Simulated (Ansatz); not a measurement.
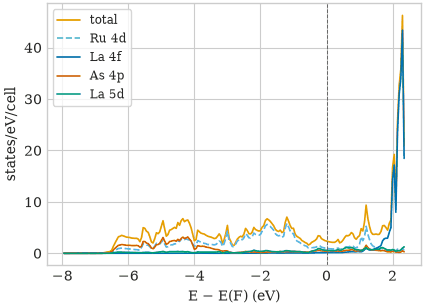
*Total and projected density of states of LaAs₂Ru₂ in space group I4/mmm (No. 139; La on 2a, As on 4e, Ru on 4d), plane-wave PAW r²SCAN (Ansatz code)*

Which orbitals carry the states next to the Fermi level?

Within 0.5 eV of the Fermi level: Ru 4d 42 %, La 5d 25 %, As 4p 18 %, La 4f 5 %. Projections are on Löwdin-orthogonalised atomic valence shells; empty p or d shells of many metals are not among them.

Where is the tallest occupied peak in this window, and what makes it?

Near -1.2 eV, about 7.0 states/eV per cell; the largest projected share is Ru 4d.

The workflow started from a Materials Project entry (that database holds measured and hypothetical structures alike); the Crystallography Open Database copy checked does not list it. Its standing as an ambient phase is unchecked. Symmetry was held in the r²SCAN relaxation; its stability against distortions is not shown here. The run is not spin-polarised. Spin–orbit coupling is left out wherever it is not named.

Potentials: the earlier of the program's two PAW sets.
